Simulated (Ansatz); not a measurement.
**CHFGaN (SMILES N#[C][GaH][F]): CCSD/cc-pVDZ**

What is the vertical ionisation energy of CHFGaN at CCSD/cc-pVDZ? 

The calculation is run with Ansatz 0.2.0.

126 further runs of the same task are left out: 126 set aside as unsound or not needed.

### Step 1. The structure to begin with

CHFGaN has 5 atoms, charge 0, and is taken as a singlet. SMILES: `N#[C][GaH][F]`. The shape is that of a PBE0-D4/def2-TZVP optimisation.

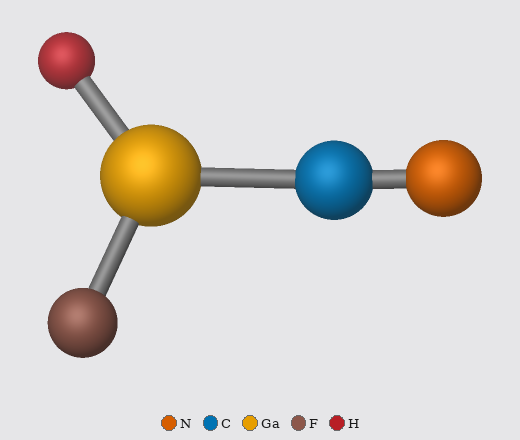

The structure, seen from a chosen angle (nitrogen orange, carbon blue, gallium amber, fluorine brown, hydrogen red).

### Step 2. The energy at CCSD/cc-pVDZ

File molecule.yaml:

```yaml
crystal:
  periodic: [false, false, false]
  atoms:
    - {symbol: "N", position_ang: [1.214000, -1.657200, 1.266000]}
    - {symbol: C, position_ang: [0.641000, -0.864700, 0.656300]}
    - {symbol: Ga, position_ang: [-0.259700, 0.519000, -0.345500]}
    - {symbol: F, position_ang: [-1.724700, -0.053500, -1.092600]}
    - {symbol: H, position_ang: [0.179200, 1.982700, -0.525600]}
basis:
  gaussian: {orbitals: cc-pVDZ}
magnetization: {spin_polarized: false, initial_magnetization: 0}
correlation: {method: ccsd, frozen_orbitals: {C: 1, F: 1, Ga: 9, H: 0, "N": 1}}
accuracy: high
scf: {omitted_lower_state_checks: [cluster_reference, increment]}
```

Started as:

```
$ ansatz run molecule.yaml --threads 1 --pin off --max-ram 3480MiB --events-out events.jsonl --progress --plain --runs-dir runs
```

Standard output:

```text
Warning: RAYON_NUM_THREADS=1 ignored (pool sized by the plan → 1); use --threads N
Functional definition: HF
  name "HF"
  exchange = exact_x
  correlation = 0
these checks for a lower state are left out or cut short: cluster_reference, increment
1569 factors; integrals over basis functions are off by at most 4.4e-9 eV
mean field evaluation 1: about -57564.8012 eV, gradient 3.9e1 eV
mean field evaluation 2: about -57564.9418 eV, gradient 3.9e1 eV
mean field evaluation 4: about -57568.4314 eV, gradient 3.3e0 eV
mean field evaluation 8: about -57568.4849 eV, gradient 3.3e-1 eV
mean field evaluation 16: about -57568.4855 eV, gradient 2.0e-8 eV
mean field -57568.48554746 eV, -2115.6028225480 hartree, gradient 2.0e-8 eV, S^2 0.000000; 0 other end points of the search recorded, 0 dependent functions left out
12 core orbitals not correlated: weight in the atoms' cores, before any rotation towards them, 1.000 or more for the frozen orbitals, at most 0.000 for the correlated occupied ones
reference -57568.48554746 eV, -2115.6028225480 hartree; 15, 15 occupied and 47, 47 virtual orbitals, 1569 factors
second order -14.78192007 eV of doubles, -0.00000000 eV of singles
cycle   1  -14.55705835 eV  change    2.2e-1 eV  update   1.1e-1
cycle   2  -15.03324533 eV  change   -4.8e-1 eV  update   3.5e-2
cycle   3  -15.16126522 eV  change   -1.3e-1 eV  update   1.9e-2
cycle   4  -15.16207496 eV  change   -8.1e-4 eV  update   5.4e-3
cycle   5  -15.16295844 eV  change   -8.8e-4 eV  update   2.5e-3
cycle   6  -15.16444528 eV  change   -1.5e-3 eV  update   6.9e-4
cycle   7  -15.16448708 eV  change   -4.2e-5 eV  update   2.9e-4
cycle   8  -15.16443081 eV  change    5.6e-5 eV  update   8.8e-5
cycle   9  -15.16443034 eV  change    4.7e-7 eV  update   3.8e-5
cycle  10  -15.16442657 eV  change    3.8e-6 eV  update   1.4e-5
cycle  11  -15.16441552 eV  change    1.1e-5 eV  update   4.4e-6
cycle  12  -15.16441638 eV  change   -8.6e-7 eV  update   1.6e-6
cycle  13  -15.16441556 eV  change    8.2e-7 eV  update   5.3e-7
cycle  14  -15.16441554 eV  change    2.2e-8 eV  update   1.8e-7
cycle  15  -15.16441563 eV  change   -9.1e-8 eV  update   8.0e-8
cycle  16  -15.16441568 eV  change   -5.3e-8 eV  update   3.2e-8
cycle  17  -15.16441571 eV  change   -2.6e-8 eV  update   1.3e-7
cycle  18  -15.16441563 eV  change    7.5e-8 eV  update   3.7e-8
cycle  19  -15.16441563 eV  change    4.4e-9 eV  update   1.4e-8
cycle  20  -15.16441563 eV  change   -1.5e-9 eV  update   4.8e-9
cycle  21  -15.16441563 eV  change   2.3e-10 eV  update   1.7e-9
Total energy: -57583.64996309 eV, -2116.1601045436 hartree
Checks for a lower state left out: cluster_reference, increment
```

Wall time 8.4 s (1 thread of Arm Neoverse V2, shared host); peak memory 0.31 GiB.

### Step 3. The doublet cation at the same level

File job.yaml:

```yaml
crystal:
  periodic: [false, false, false]
  atoms:
    - {symbol: N, position_ang: [1.214000, -1.657200, 1.266000]}
    - {symbol: C, position_ang: [0.641000, -0.864700, 0.656300]}
    - {symbol: Ga, position_ang: [-0.259700, 0.519000, -0.345500]}
    - {symbol: F, position_ang: [-1.724700, -0.053500, -1.092600]}
    - {symbol: H, position_ang: [0.179200, 1.982700, -0.525600]}
basis:
  gaussian: {orbitals: cc-pVDZ}
total_charge: 1
magnetization: {spin_polarized: true, initial_magnetization: 1}
correlation: {method: ccsd, frozen_orbitals: {C: 1, F: 1, Ga: 9, H: 0, "N": 1}}
accuracy: high
scf: {omitted_lower_state_checks: [cluster_reference, increment]}
```

Started as:

```
$ ansatz run job.yaml --threads 1 --pin off --max-ram 3480MiB --events-out events.jsonl --progress --plain --runs-dir runs
```

Standard output:

```text
Warning: RAYON_NUM_THREADS=1 ignored (pool sized by the plan → 1); use --threads N
[... 4 set-up lines as earlier in the session ...]
these checks for a lower state are left out or cut short: cluster_reference, increment
1569 factors; integrals over basis functions are off by at most 4.4e-9 eV
mean field evaluation 1: about -57546.6050 eV, gradient 4.4e1 eV
mean field evaluation 2: about -57546.7837 eV, gradient 4.4e1 eV
mean field evaluation 4: about -57555.0992 eV, gradient 5.8e0 eV
mean field evaluation 8: about -57555.5509 eV, gradient 1.7e0 eV
mean field evaluation 16: about -57556.9610 eV, gradient 1.5e0 eV
mean field evaluation 32: about -57552.4886 eV, gradient 1.8e1 eV
mean field evaluation 64: about -57556.9904 eV, gradient 3.3e-1 eV
mean field evaluation 96: about -57556.9223 eV, gradient 1.0e-1 eV
mean field evaluation 128: about -57547.1590 eV, gradient 2.2e1 eV
mean field evaluation 160: about -57556.8780 eV, gradient 1.9e-1 eV
mean field evaluation 192: about -57555.2911 eV, gradient 1.1e0 eV
mean field evaluation 224: about -57555.2365 eV, gradient 1.7e-3 eV
mean field -57556.99978865 eV, -2115.1807286971 hartree, gradient 4.7e-8 eV, S^2 0.759203; 14 other end points of the search recorded, 0 dependent functions left out
12 core orbitals not correlated: weight in the atoms' cores, before any rotation towards them, 1.000 or more for the frozen orbitals, at most 0.000 for the correlated occupied ones
reference -57556.99978865 eV, -2115.1807286971 hartree; 15, 14 occupied and 47, 48 virtual orbitals, 1569 factors
second order -13.04344678 eV of doubles, -0.00000000 eV of singles
cycle   1  -13.34855399 eV  change   -3.1e-1 eV  update   1.1e-1
cycle   2  -13.75425773 eV  change   -4.1e-1 eV  update   4.0e-2
cycle   3  -13.90500332 eV  change   -1.5e-1 eV  update   3.1e-2
cycle   4  -13.92408576 eV  change   -1.9e-2 eV  update   1.4e-2
cycle   5  -13.92116824 eV  change    2.9e-3 eV  update   1.2e-2
cycle   6  -13.92520487 eV  change   -4.0e-3 eV  update   8.8e-3
cycle   7  -13.93171399 eV  change   -6.5e-3 eV  update   6.6e-3
cycle   8  -13.93491450 eV  change   -3.2e-3 eV  update   4.7e-3
cycle   9  -13.93549217 eV  change   -5.8e-4 eV  update   3.6e-3
cycle  10  -13.93750712 eV  change   -2.0e-3 eV  update   3.2e-3
cycle  11  -13.93704500 eV  change    4.6e-4 eV  update   3.1e-3
cycle  12  -13.93723366 eV  change   -1.9e-4 eV  update   3.0e-3
cycle  13  -13.93727107 eV  change   -3.7e-5 eV  update   2.9e-3
cycle  14  -13.93733381 eV  change   -6.3e-5 eV  update   2.9e-3
cycle  15  -13.93777091 eV  change   -4.4e-4 eV  update   2.9e-3
cycle  16  -13.93505968 eV  change    2.7e-3 eV  update   2.9e-3
cycle  17  -13.93436348 eV  change    7.0e-4 eV  update   2.8e-3
cycle  18  -13.93384333 eV  change    5.2e-4 eV  update   2.6e-3
cycle  19  -13.93388978 eV  change   -4.6e-5 eV  update   1.8e-3
cycle  20  -13.93267692 eV  change    1.2e-3 eV  update   1.3e-3
cycle  21  -13.93215361 eV  change    5.2e-4 eV  update   7.1e-4
cycle  22  -13.93182598 eV  change    3.3e-4 eV  update   4.6e-4
cycle  23  -13.93202411 eV  change   -2.0e-4 eV  update   3.4e-4
cycle  24  -13.93246283 eV  change   -4.4e-4 eV  update   2.4e-4
cycle  25  -13.93263608 eV  change   -1.7e-4 eV  update   1.3e-4
cycle  26  -13.93260154 eV  change    3.5e-5 eV  update   7.7e-5
cycle  27  -13.93255748 eV  change    4.4e-5 eV  update   2.9e-5
cycle  28  -13.93256077 eV  change   -3.3e-6 eV  update   1.3e-5
cycle  29  -13.93257195 eV  change   -1.1e-5 eV  update   7.9e-6
cycle  30  -13.93258278 eV  change   -1.1e-5 eV  update   5.9e-6
cycle  31  -13.93258456 eV  change   -1.8e-6 eV  update   4.8e-6
cycle  32  -13.93258362 eV  change    9.4e-7 eV  update   4.2e-6
cycle  33  -13.93257834 eV  change    5.3e-6 eV  update   3.6e-6
cycle  34  -13.93257668 eV  change    1.7e-6 eV  update   2.8e-6
cycle  35  -13.93257549 eV  change    1.2e-6 eV  update   1.7e-6
cycle  36  -13.93257547 eV  change    2.4e-8 eV  update   1.1e-6
cycle  37  -13.93257550 eV  change   -3.0e-8 eV  update   7.2e-7
cycle  38  -13.93257497 eV  change    5.3e-7 eV  update   5.1e-7
cycle  39  -13.93257478 eV  change    1.9e-7 eV  update   3.9e-7
cycle  40  -13.93257474 eV  change    4.3e-8 eV  update   3.5e-7
cycle  41  -13.93257471 eV  change    3.4e-8 eV  update   3.3e-7
cycle  42  -13.93257474 eV  change   -3.8e-8 eV  update   3.2e-7
cycle  43  -13.93257473 eV  change    1.9e-8 eV  update   3.1e-7
cycle  44  -13.93257465 eV  change    7.6e-8 eV  update   2.9e-7
cycle  45  -13.93257459 eV  change    6.3e-8 eV  update   2.6e-7
cycle  46  -13.93257452 eV  change    7.1e-8 eV  update   2.3e-7
cycle  47  -13.93257448 eV  change    3.8e-8 eV  update   1.8e-7
cycle  48  -13.93257450 eV  change   -2.0e-8 eV  update   1.4e-7
cycle  49  -13.93257456 eV  change   -6.3e-8 eV  update   1.1e-7
cycle  50  -13.93257460 eV  change   -3.6e-8 eV  update   7.8e-8
cycle  51  -13.93257463 eV  change   -3.3e-8 eV  update   5.8e-8
cycle  52  -13.93257464 eV  change   -1.2e-8 eV  update   4.8e-8
cycle  53  -13.93257463 eV  change    9.5e-9 eV  update   3.9e-8
cycle  54  -13.93257463 eV  change   6.1e-10 eV  update   3.6e-8
cycle  55  -13.93257463 eV  change    1.2e-9 eV  update   3.5e-8
cycle  56  -13.93257463 eV  change  -3.6e-11 eV  update   3.5e-8
cycle  57  -13.93257463 eV  change   8.8e-10 eV  update   3.5e-8
cycle  58  -13.93257463 eV  change   9.8e-10 eV  update   3.5e-8
cycle  59  -13.93257463 eV  change  -2.5e-10 eV  update   3.5e-8
cycle  60  -13.93257463 eV  change   5.7e-10 eV  update   3.5e-8
cycle  61  -13.93257463 eV  change    1.6e-9 eV  update   3.5e-8
cycle  62  -13.93257463 eV  change   -2.9e-9 eV  update   3.5e-8
cycle  63  -13.93257464 eV  change   -6.6e-9 eV  update   3.4e-8
cycle  64  -13.93257465 eV  change   -1.3e-8 eV  update   3.3e-8
cycle  65  -13.93257467 eV  change   -2.2e-8 eV  update   3.1e-8
cycle  66  -13.93257470 eV  change   -2.9e-8 eV  update   2.5e-8
cycle  67  -13.93257470 eV  change   -5.9e-9 eV  update   1.5e-8
cycle  68  -13.93257471 eV  change   -3.0e-9 eV  update   1.1e-8
cycle  69  -13.93257471 eV  change   -3.3e-9 eV  update   8.5e-9
cycle  70  -13.93257471 eV  change    1.9e-9 eV  update   3.6e-9
cycle  71  -13.93257471 eV  change   7.5e-10 eV  update   2.3e-9
Total energy: -57570.93236336 eV, -2115.6927413738 hartree
Checks for a lower state left out: cluster_reference, increment
```

Wall time 1.7 min (1 thread of Arm Neoverse V2, shared host); peak memory 0.56 GiB.

### Step 4. Outcome

Level: CCSD/cc-pVDZ, 12 core orbitals frozen.

| quantity | value |
| --- | --- |
| singlet CHFGaN: total energy | -2116.16010 Eh |
| singlet CHFGaN: correlation energy (12 core orbitals frozen) | -557.3 mEh |
| singlet CHFGaN: T1 diagnostic | 0.013 |
| doublet cation: total energy | -2115.69274 Eh |
| doublet cation: correlation energy (12 core orbitals frozen) | -512.0 mEh |
| doublet cation: ⟨S²⟩ of the reference determinant | 0.759 |
| doublet cation: T1 diagnostic | 0.029 |
| vertical ionisation energy (to the doublet cation) | 12.718 eV |

In words: The vertical ionisation energy comes to 12.72 eV (293 kcal/mol).
